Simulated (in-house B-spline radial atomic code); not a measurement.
**Te⁴⁺: excited configurations**

Aim: the energies of several excited configurations of Te⁴⁺ above a reference configuration, each from its own self-consistent run.

The numbers are computed with in-house B-spline radial atomic code version 1 (scalar-relativistic (spin-free one-electron X2C) r2SCAN0, spin-polarised, spherical density, exact exchange averaged over the configuration, Fermi nucleus, basis-set limit), except any that are marked as measured or tabulated.

**1. Starting point**

* element: tellurium (Z = 52)
* charge: +4
* electrons: 48
* configuration: [Kr] 4d10 5s2
* Hamiltonian: scalar-relativistic (X2C)
* nucleus: Fermi, rms radius 4.742 fm

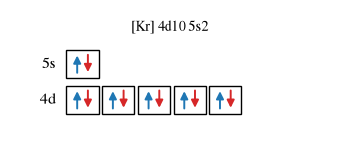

Occupation of the outer shells (arrows by Hund's rule).

Where spins are not typed, each open shell is filled with up spins first.

Settings of the run:

```ini
Z = 52
electrons = 48.0
configuration = [Kr] 4d10 5s2
hamiltonian = x2c
method = r2scan0
spin_polarised = True
nucleus = fermi
rms_radius = 4.7423
mass_number = 130
atomic_mass = 129.906222745
speed_of_light = 137.035999084
exact_exchange = averaged over the configuration
```

This reference run was done before. Its total energy is -6790.389198 hartree, and its levels are (the highest eight at most):

```
orbital  occupation  energy (eV)  <r> (bohr)
4s down           1      -217.99      0.7655
  4s up           1      -217.99      0.7655
4p down           3      -165.77      0.8208
  4p up           3      -165.77      0.8208
4d down           5      -88.492      0.9587
  4d up           5      -88.492      0.9587
5s down           1      -54.410       1.876
  5s up           1      -54.410       1.876
```

**2. [Ar] 3d10 4s2 4p5 4d10 4f1 5s2**

Settings of the run:

```ini
Z = 52
electrons = 48.0
configuration = [Ar] 3d10 4s2 4p5 4d10 4f1 5s2
hamiltonian = x2c
method = r2scan0
spin_polarised = True
nucleus = fermi
rms_radius = 4.7423
mass_number = 130
atomic_mass = 129.906222745
speed_of_light = 137.035999084
exact_exchange = averaged over the configuration
```

Command:

```bash
$ python run_scf.py task.json out
```

task.json lists these runs, among others, and the program works through them in turn.

**3. Run with [Ar] 3d9 4s2 4p6 4d10 5s2 5d1**

The settings differ from step 2 so:

```diff
@@ -2,3 +2,3 @@
 electrons = 48.0
-configuration = [Ar] 3d10 4s2 4p5 4d10 4f1 5s2
+configuration = [Ar] 3d9 4s2 4p6 4d10 5s2 5d1
 hamiltonian = x2c
```

**4. [Kr] 4d10 5s1 5f1**

The settings differ from step 3 so:

```diff
@@ -2,3 +2,3 @@
 electrons = 48.0
-configuration = [Ar] 3d9 4s2 4p6 4d10 5s2 5d1
+configuration = [Kr] 4d10 5s1 5f1
 hamiltonian = x2c
```

**5. Configuration [Ar] 3d9 4s2 4p6 4d10 4f1 5s2**

The settings differ from step 4 so:

```diff
@@ -2,3 +2,3 @@
 electrons = 48.0
-configuration = [Kr] 4d10 5s1 5f1
+configuration = [Ar] 3d9 4s2 4p6 4d10 4f1 5s2
 hamiltonian = x2c
```

**6. Run with [Kr] 4d9 5s2 5d1**

The settings differ from step 5 so:

```diff
@@ -2,3 +2,3 @@
 electrons = 48.0
-configuration = [Ar] 3d9 4s2 4p6 4d10 4f1 5s2
+configuration = [Kr] 4d9 5s2 5d1
 hamiltonian = x2c
```

**7. Run with [Kr] 4d10 5s1 6s1**

The settings differ from step 6 so:

```diff
@@ -2,3 +2,3 @@
 electrons = 48.0
-configuration = [Kr] 4d9 5s2 5d1
+configuration = [Kr] 4d10 5s1 6s1
 hamiltonian = x2c
```

Before running: How far above the reference does each configuration lie (order and size, in eV)?

The runs gave:

| net move | configuration | 2|M_S|+1 | energy above the reference (eV) | largest <r> (bohr) |
| --- | --- | --- | --- | --- |
| 5s → 6s | [Kr] 4d10 5s1 6s1 | 3 | 29.377 | 3.68 |
| 5s → 5f | [Kr] 4d10 5s1 5f1 | 3 | 40.927 | 4.64 |
| 4d → 5d | [Kr] 4d9 5s2 5d1 | 3 | 62.947 | 2.70 |
| 4p → 4f | [Ar] 3d10 4s2 4p5 4d10 4f1 5s2 | 3 | 144.41 | 1.95 |
| 3d → 5d | [Ar] 3d9 4s2 4p6 4d10 5s2 5d1 | 3 | 599.82 | 2.67 |
| 3d → 4f | [Ar] 3d9 4s2 4p6 4d10 4f1 5s2 | 3 | 603.79 | 1.93 |

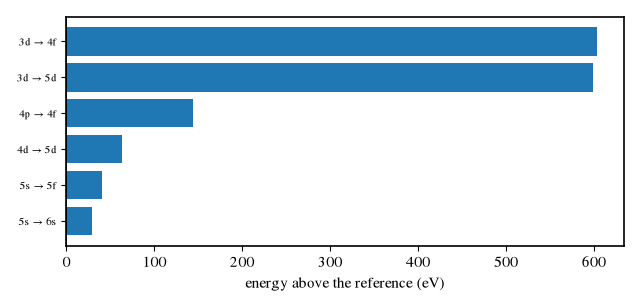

Energy of each configuration above the reference.

The lowest of them is 5s → 6s at 29.377 eV and the highest 3d → 4f at 603.79 eV. 3 of them lie more than 60 % above minus the reference's highest level (54.410 eV), in the range where a state can decay by emitting an electron. The reference has 2|M_S|+1 = 1; 6 of the configurations differ from it in spin. These are spherical averages at the typed spins, not spectroscopic levels.
